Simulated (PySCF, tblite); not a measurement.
# C₅H₆ClF: dynamics, then NMR shifts on frames, part 2 of 2

tblite 0.8.0 and PySCF 2.14.0. Atoms count from 0. The steps go on from the part before.

## (5) Nuclear shieldings: 625 fs, PBE0/pcSseg-1

What the job is given:

```
{"job": {"kind": "nmr", "xc": "PBE0", "basis": "pcSseg-1", "pop": false}, "charge": 0, "multiplicity": 1}
C      1.132400    -1.182100     1.257200
C      0.253600    -0.764500     0.402200
F      0.040700    -1.358400    -0.741900
C     -0.642600     0.403500     0.618200
Cl     0.230400     1.728400     1.428200
C     -1.835900     0.546400     0.168100
C     -2.669000    -0.533500    -0.456200
H      1.870700    -1.939800     1.067900
H      1.296300    -0.639300     2.206300
H     -2.349800     1.442600     0.197100
H     -3.586600    -0.683300     0.144800
H     -3.066800    -0.305600    -1.480400
H     -2.089400    -1.489800    -0.463200
```

Level: GIAO PBE0/pcSseg-1 NMR shielding, non-relativistic, gas phase.

The program printed:

```text
coarse grid: 11864 points
cycle   1  E = -753.4833622351  dE =  1.022e+00  |g| = 5.350e-01  |ddm| = 3.372e+00
cycle   2  E = -753.4319771519  dE =  5.139e-02  |g| = 7.385e-01  |ddm| = 9.383e-01
cycle   3  E = -753.5391857038  dE = -1.072e-01  |g| = 1.113e-01  |ddm| = 6.375e-01
cycle   4  E = -753.5421515496  dE = -2.966e-03  |g| = 3.643e-02  |ddm| = 1.570e-01
cycle   5  E = -753.5424322729  dE = -2.807e-04  |g| = 1.054e-02  |ddm| = 4.473e-02
cycle   6  E = -753.5424514460  dE = -1.917e-05  |g| = 2.414e-03  |ddm| = 1.037e-02
cycle   7  E = -753.5424524805  dE = -1.035e-06  |g| = 7.648e-04  |ddm| = 2.359e-03
final grid: 111624 points
cycle   8  E = -753.5902809610  dE = -3.214e-05  |g| = 6.835e-03  |ddm| = 2.489e-02
cycle   9  E = -753.5902767428  dE =  4.218e-06  |g| = 8.092e-03  |ddm| = 1.440e-02
cycle  10  E = -753.5902919579  dE = -1.522e-05  |g| = 1.171e-03  |ddm| = 8.509e-03
cycle  11  E = -753.5902921561  dE = -1.982e-07  |g| = 2.472e-04  |ddm| = 1.183e-03
cycle  12  E = -753.5902921658  dE = -9.689e-09  |g| = 8.774e-05  |ddm| = 2.411e-04
cycle  13  E = -753.5902921675  dE = -1.745e-09  |g| = 2.944e-05  |ddm| = 1.088e-04
cycle  14  E = -753.5902921677  dE = -1.971e-10  |g| = 6.735e-06  |ddm| = 3.370e-05
converged SCF energy = -753.5902921677

GIAO shielding tensors (ppm)
atom      isotropic    diamagn.    paramagn.     s11        s22        s33       span
  0 C       85.897     257.068    -171.172     -5.539     94.527    168.702    174.241
  1 C       21.685     246.055    -224.370    -81.034     64.946     81.142    162.176
  2 F      274.358     475.949    -201.591    203.984    249.241    369.850    165.866
  3 C       53.824     259.139    -205.315    -34.334     90.627    105.179    139.513
  4 Cl     643.604    1147.959    -504.355    428.390    488.204   1014.219    585.829
  5 C       60.280     251.533    -191.253    -34.653     53.741    161.753    196.406
  6 C      163.306     247.209     -83.902    143.465    165.765    180.689     37.224
  7 H       26.642      29.402      -2.760     24.285     25.409     30.232      5.948
  8 H       26.097      29.628      -3.531     22.560     24.957     30.774      8.214
  9 H       26.491      32.238      -5.747     23.097     25.541     30.834      7.737
 10 H       29.508      26.267       3.241     25.524     27.055     35.944     10.420
 11 H       28.860      27.201       1.658     25.526     26.069     34.983      9.458
 12 H       28.298      28.944      -0.646     22.860     30.202     31.831      8.971
```

It took 15 s on 1 thread of Intel Xeon Platinum 8488C, shared host; peak memory 0.75 GiB.

In short: δ C1 165.2, C3 133.1, C5 126.6, C0 101.0, H8 5.62, H9 5.23 ppm.

## (6) NMR shieldings: 800 fs, PBE0/pcSseg-1

What the job is given:

```
{"job": {"kind": "nmr", "xc": "PBE0", "basis": "pcSseg-1", "pop": false}, "charge": 0, "multiplicity": 1}
C      0.952200    -1.232400     1.084600
C      0.126300    -0.773400     0.202900
F      0.046400    -1.400200    -1.007500
C     -0.583500     0.508500     0.162700
Cl     0.168400     1.717200     1.128600
C     -1.872000     0.753800    -0.176500
C     -2.808900    -0.187600    -0.782000
H      1.383600    -2.187200     0.981700
H      1.096500    -0.718000     2.008600
H     -2.390600     1.580100     0.181000
H     -3.378700    -0.619900     0.081800
H     -3.547600     0.236100    -1.399100
H     -2.315300    -1.050600    -1.340400
```

With the program's defaults for keys left out, this is: GIAO PBE0/pcSseg-1 NMR shielding, non-relativistic, gas phase.

The program printed:

```text
coarse grid: 11864 points
cycle   1  E = -753.4697850034  dE =  1.023e+00  |g| = 5.646e-01  |ddm| = 3.391e+00
cycle   2  E = -753.3957858767  dE =  7.400e-02  |g| = 8.375e-01  |ddm| = 9.923e-01
cycle   3  E = -753.5313148084  dE = -1.355e-01  |g| = 1.196e-01  |ddm| = 6.798e-01
cycle   4  E = -753.5346612147  dE = -3.346e-03  |g| = 4.450e-02  |ddm| = 1.600e-01
cycle   5  E = -753.5350819229  dE = -4.207e-04  |g| = 1.473e-02  |ddm| = 4.632e-02
cycle   6  E = -753.5351275786  dE = -4.566e-05  |g| = 3.544e-03  |ddm| = 1.424e-02
cycle   7  E = -753.5351304653  dE = -2.887e-06  |g| = 1.354e-03  |ddm| = 4.616e-03
final grid: 111624 points
cycle   8  E = -753.5831508178  dE = -3.552e-05  |g| = 7.435e-03  |ddm| = 2.959e-02
cycle   9  E = -753.5831425845  dE =  8.233e-06  |g| = 9.413e-03  |ddm| = 1.647e-02
cycle  10  E = -753.5831642020  dE = -2.162e-05  |g| = 1.490e-03  |ddm| = 1.001e-02
cycle  11  E = -753.5831646391  dE = -4.371e-07  |g| = 3.543e-04  |ddm| = 1.439e-03
cycle  12  E = -753.5831646677  dE = -2.864e-08  |g| = 1.259e-04  |ddm| = 3.719e-04
cycle  13  E = -753.5831646707  dE = -3.000e-09  |g| = 3.261e-05  |ddm| = 1.217e-04
cycle  14  E = -753.5831646709  dE = -1.792e-10  |g| = 1.037e-05  |ddm| = 3.944e-05
converged SCF energy = -753.5831646709

GIAO shielding tensors (ppm)
atom      isotropic    diamagn.    paramagn.     s11        s22        s33       span
  0 C       91.418     256.672    -165.254     -2.700    105.481    171.473    174.173
  1 C       18.165     249.019    -230.854    -79.713     61.368     72.841    152.554
  2 F      266.386     476.242    -209.856    171.690    290.712    336.757    165.067
  3 C       54.897     254.072    -199.176    -43.895     91.041    117.544    161.440
  4 Cl     692.402    1148.424    -456.022    528.917    553.741    994.548    465.631
  5 C       42.025     251.849    -209.825    -62.390     37.342    151.122    213.513
  6 C      166.033     247.719     -81.686    147.010    166.884    184.205     37.195
  7 H       26.977      29.740      -2.763     24.333     25.776     30.821      6.488
  8 H       26.870      31.223      -4.353     23.818     25.318     31.473      7.655
  9 H       25.625      32.699      -7.073     22.589     22.800     31.487      8.898
 10 H       29.155      26.856       2.299     24.843     27.369     35.253     10.410
 11 H       30.457      27.690       2.768     26.612     28.134     36.626     10.013
 12 H       27.961      28.227      -0.266     22.752     29.211     31.921      9.169
```

Run time: 15 s. Hardware: 1 thread of Intel Xeon Platinum 8488C, shared host; peak memory 0.75 GiB.

This run: δ C1 168.8, C5 144.9, C3 132.0, C0 95.5, H9 6.09, H8 4.85 ppm.

## (7) NMR shieldings: 1000 fs, PBE0/pcSseg-1

What the job is given:

```
{"job": {"kind": "nmr", "xc": "PBE0", "basis": "pcSseg-1", "pop": false}, "charge": 0, "multiplicity": 1}
C      1.105100    -1.263400     0.994700
C      0.093700    -0.953000     0.228400
F     -0.421900    -1.904400    -0.564200
C     -0.770600     0.209600     0.343000
Cl    -0.132600     1.478600     1.398500
C     -1.843100     0.595200    -0.400400
C     -2.681400    -0.301200    -1.107300
H      1.692200    -2.198200     0.791300
H      1.485100    -0.552300     1.683800
H     -2.119100     1.640700    -0.288300
H     -3.720500    -0.113900    -0.870800
H     -2.758100     0.028200    -2.116200
H     -2.465600    -1.350900    -0.904300
```

Method: GIAO PBE0/pcSseg-1 NMR shielding, non-relativistic, gas phase.

The program printed:

```text
coarse grid: 11864 points
cycle   1  E = -753.4756817275  dE =  1.039e+00  |g| = 5.517e-01  |ddm| = 3.367e+00
cycle   2  E = -753.4121318886  dE =  6.355e-02  |g| = 7.919e-01  |ddm| = 9.953e-01
cycle   3  E = -753.5350442425  dE = -1.229e-01  |g| = 1.198e-01  |ddm| = 6.828e-01
cycle   4  E = -753.5384334321  dE = -3.389e-03  |g| = 4.089e-02  |ddm| = 1.622e-01
cycle   5  E = -753.5387890672  dE = -3.556e-04  |g| = 1.420e-02  |ddm| = 4.797e-02
cycle   6  E = -753.5388324391  dE = -4.337e-05  |g| = 4.369e-03  |ddm| = 1.535e-02
cycle   7  E = -753.5388368408  dE = -4.402e-06  |g| = 1.713e-03  |ddm| = 5.684e-03
final grid: 111624 points
cycle   8  E = -753.5861214896  dE = -3.213e-05  |g| = 7.159e-03  |ddm| = 2.878e-02
cycle   9  E = -753.5861114176  dE =  1.007e-05  |g| = 9.323e-03  |ddm| = 1.694e-02
cycle  10  E = -753.5861338388  dE = -2.242e-05  |g| = 1.725e-03  |ddm| = 1.109e-02
cycle  11  E = -753.5861345335  dE = -6.948e-07  |g| = 4.160e-04  |ddm| = 1.822e-03
cycle  12  E = -753.5861345726  dE = -3.904e-08  |g| = 1.232e-04  |ddm| = 4.373e-04
cycle  13  E = -753.5861345749  dE = -2.347e-09  |g| = 3.745e-05  |ddm| = 1.124e-04
cycle  14  E = -753.5861345752  dE = -2.578e-10  |g| = 1.443e-05  |ddm| = 4.332e-05
converged SCF energy = -753.5861345752

GIAO shielding tensors (ppm)
atom      isotropic    diamagn.    paramagn.     s11        s22        s33       span
  0 C       84.148     257.277    -173.129     -5.582     96.671    161.353    166.935
  1 C       20.451     246.854    -226.404    -75.794     67.067     70.078    145.872
  2 F      288.880     475.466    -186.586    206.749    285.929    373.962    167.212
  3 C       47.967     258.258    -210.291    -49.536     84.809    108.627    158.163
  4 Cl     693.786    1149.041    -455.255    505.334    549.782   1026.242    520.908
  5 C       39.749     253.793    -214.043    -64.946     45.038    139.156    204.102
  6 C      172.218     243.996     -71.778    149.712    173.745    193.196     43.484
  7 H       25.740      27.688      -1.948     23.767     23.920     29.533      5.766
  8 H       26.547      31.622      -5.075     23.345     24.544     31.753      8.408
  9 H       24.947      31.674      -6.727     21.219     22.860     30.762      9.543
 10 H       29.932      25.836       4.096     25.775     27.598     36.423     10.648
 11 H       30.050      27.696       2.354     26.086     27.542     36.523     10.437
 12 H       28.315      28.438      -0.123     22.206     30.383     32.355     10.149
```

It took 15 s on 1 thread of Intel Xeon Platinum 8488C, shared host; peak memory 0.75 GiB.

This run: δ C1 166.5, C5 147.2, C3 139.0, C0 102.8, H9 6.77, H7 5.98 ppm.

## (8) Side by side: NMR shifts

Shifts (ppm) of some atoms, chosen among heavy atoms and hydrogens apart, with basis size and wall time:

```csv
frame,C5,C3,C0,H9,H11,F2,Cl4,functions,time
250 fs,134.7,128.3,109.6,6.78,1.76,-105.9,235,156,15 s
425 fs,143.6,126.0,101.6,7.16,1.92,-121.8,208,156,15 s
625 fs,126.6,133.1,101.0,5.23,2.86,-103.4,306,156,15 s
800 fs,144.9,132.0,95.5,6.09,1.26,-95.4,257,156,15 s
1000 fs,147.2,139.0,102.8,6.77,1.67,-117.9,256,156,15 s
```

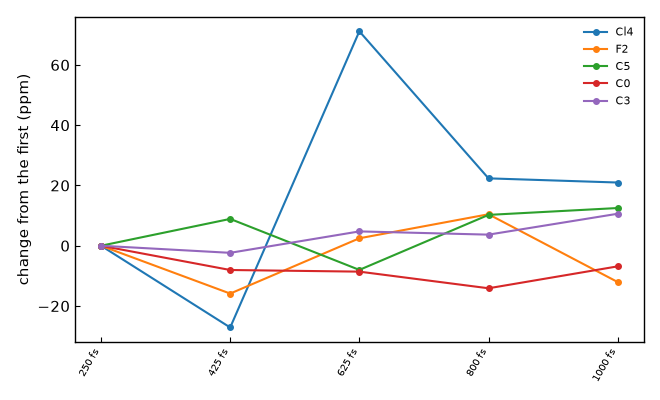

How five of the tabulated atoms move from run to run.

## (9) Summary of results

The summary covers parts 1 to 2.

| quantity | value |
| --- | --- |
| thermostat | 300 K |
| mean temperature, second half | 286 K |
| mean potential energy above the minimum | 0.43 eV |
| 13C shifts against TMS (PBE0/pcSseg-1, 250 fs) | 175.4, 134.7, 128.3, 109.6, 18.0 ppm |
| 1H shifts against TMS (PBE0/pcSseg-1, 250 fs) | 6.78, 6.13, 5.99, 3.28, 1.76, 1.69 ppm |
| 19F shifts against CFCl3 (PBE0/pcSseg-1, 250 fs) | -105.9 ppm |
| 35Cl shifts against HCl (PBE0/pcSseg-1, 250 fs) | 235 ppm |
| range of the shift of Cl4 | 208 to 306 ppm |

What this shows: In the second half the potential energy averages 0.43 eV above the minimum; equipartition over 33 harmonic modes at 300 K would give 0.43 eV. With 13 atoms the temperature swings widely (193 to 352 K). Shifts at one fixed geometry are not the observed spectrum, which averages over the motion. In the first frame run (250 fs): The widest tensor belongs to Cl4: span 491 ppm, with a paramagnetic part of -433 ppm. Across the 5 runs the shift of Cl4 moves most, between 208 (425 fs) and 306 ppm (625 fs).
